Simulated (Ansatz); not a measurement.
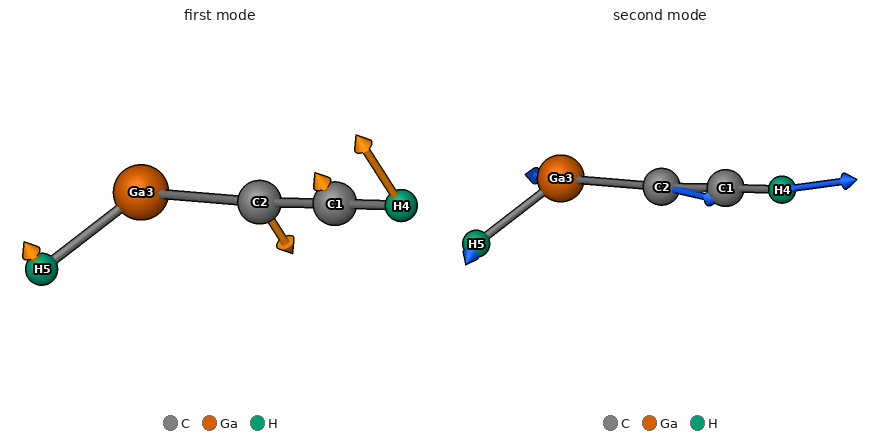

The system is C2H2Ga, SMILES C#[C][GaH], spin multiplicity 2; the picture shows the reference structure; its two panels give the patterns of the first and the second mode as arrows. 
- First axis: normal mode 1 (203 cm⁻¹). Second axis: normal mode 3 (483 cm⁻¹).
- Nothing is relaxed (straight displacements along the two mass-weighted modes).
- The grid has 15 × 15 points; 120 points were computed and 105 follow by symmetry.
- Points are written as (first, second).
- Energies are in kJ/mol, from the lowest grid point.
- Method: UHF/def2-TZVP in Ansatz 0.2.0.

Its coordinates:

```xyz
5

C     0.2628   -1.4464    0.0086
C     0.2267   -0.2534   -0.0004
Ga    0.2937    1.6956   -0.0164
H     0.2857   -2.5026    0.0166
H    -1.0690    2.5068   -0.0085
```

Range: normal mode 1 (203 cm⁻¹) from −1.165 to 1.165 amu½·Å; normal mode 3 (483 cm⁻¹) from −0.836 to 0.836 amu½·Å.

What will the energy surface look like?

The lowest grid point is at (0.000 amu½·Å, 0.000 amu½·Å). It is the only kind of minimum in the scanned range. The highest grid point, (−1.165 amu½·Å, 0.836 amu½·Å), lies 65.0 kJ/mol above the lowest.

| normal mode 3 (483 cm⁻¹) ↓, normal mode 1 (203 cm⁻¹) → | −1.165 | −0.999 | −0.832 | −0.666 | −0.499 | −0.333 | −0.166 | 0.000 | 0.166 | 0.333 | 0.499 | 0.666 | 0.832 | 0.999 | 1.165 |
| --- | --- | --- | --- | --- | --- | --- | --- | --- | --- | --- | --- | --- | --- | --- | --- |
| 0.836 | 65.0 | 51.4 | 40.7 | 33.0 | 27.9 | 24.8 | 23.2 | 22.7 | 23.2 | 24.8 | 27.9 | 33.0 | 40.7 | 51.4 | 65.0 |
| 0.716 | 58.3 | 44.9 | 34.5 | 27.0 | 22.1 | 19.2 | 17.7 | 17.3 | 17.7 | 19.2 | 22.1 | 27.0 | 34.5 | 44.9 | 58.3 |
| 0.597 | 52.2 | 39.0 | 28.8 | 21.6 | 17.0 | 14.2 | 12.8 | 12.4 | 12.8 | 14.2 | 17.0 | 21.6 | 28.8 | 39.0 | 52.2 |
| 0.477 | 46.6 | 33.7 | 23.7 | 16.9 | 12.5 | 9.9 | 8.6 | 8.2 | 8.6 | 9.9 | 12.5 | 16.9 | 23.7 | 33.7 | 46.6 |
| 0.358 | 41.6 | 29.0 | 19.4 | 12.8 | 8.7 | 6.3 | 5.1 | 4.8 | 5.1 | 6.3 | 8.7 | 12.8 | 19.4 | 29.0 | 41.6 |
| 0.239 | 37.4 | 25.1 | 15.9 | 9.6 | 5.7 | 3.6 | 2.5 | 2.2 | 2.5 | 3.6 | 5.7 | 9.6 | 15.9 | 25.1 | 37.4 |
| 0.119 | 34.0 | 22.0 | 13.2 | 7.3 | 3.7 | 1.8 | 0.8 | 0.6 | 0.8 | 1.8 | 3.7 | 7.3 | 13.2 | 22.0 | 34.0 |
| 0.000 | 31.5 | 20.0 | 11.5 | 6.0 | 2.7 | 1.0 | 0.2 | 0.0 | 0.2 | 1.0 | 2.7 | 6.0 | 11.5 | 20.0 | 31.5 |
| −0.119 | 30.0 | 18.9 | 10.9 | 5.8 | 2.9 | 1.4 | 0.8 | 0.6 | 0.8 | 1.4 | 2.9 | 5.8 | 10.9 | 18.9 | 30.0 |
| −0.239 | 29.7 | 19.1 | 11.6 | 6.9 | 4.3 | 3.1 | 2.6 | 2.5 | 2.6 | 3.1 | 4.3 | 6.9 | 11.6 | 19.1 | 29.7 |
| −0.358 | 30.6 | 20.6 | 13.6 | 9.4 | 7.2 | 6.3 | 6.0 | 5.9 | 6.0 | 6.3 | 7.2 | 9.4 | 13.6 | 20.6 | 30.6 |
| −0.477 | 33.0 | 23.5 | 17.1 | 13.4 | 11.6 | 11.0 | 10.9 | 11.0 | 10.9 | 11.0 | 11.6 | 13.4 | 17.1 | 23.5 | 33.0 |
| −0.597 | 36.9 | 28.1 | 22.3 | 19.2 | 17.9 | 17.6 | 17.7 | 17.8 | 17.7 | 17.6 | 17.9 | 19.2 | 22.3 | 28.1 | 36.9 |
| −0.716 | 42.6 | 34.5 | 29.4 | 26.9 | 26.0 | 26.1 | 26.5 | 26.7 | 26.5 | 26.1 | 26.0 | 26.9 | 29.4 | 34.5 | 42.6 |
| −0.836 | 50.1 | 42.8 | 38.5 | 36.7 | 36.4 | 36.9 | 37.5 | 37.7 | 37.5 | 36.9 | 36.4 | 36.7 | 38.5 | 42.8 | 50.1 |

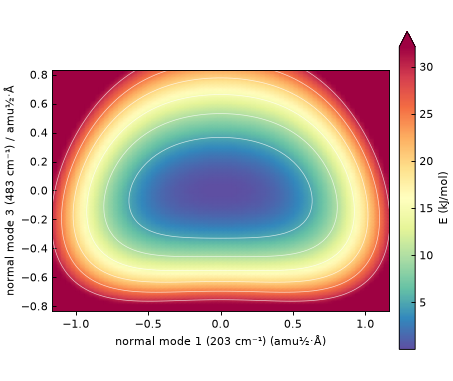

Drawn: a smooth colour map with a few white contour lines, one colour for all values above the top of the scale. Between grid points the surface is interpolated.

Time for the 120 points that were run: 14 min on 1 thread of Intel(R) Xeon(R) 6975P-C (Granite Rapids), with other jobs on the host.
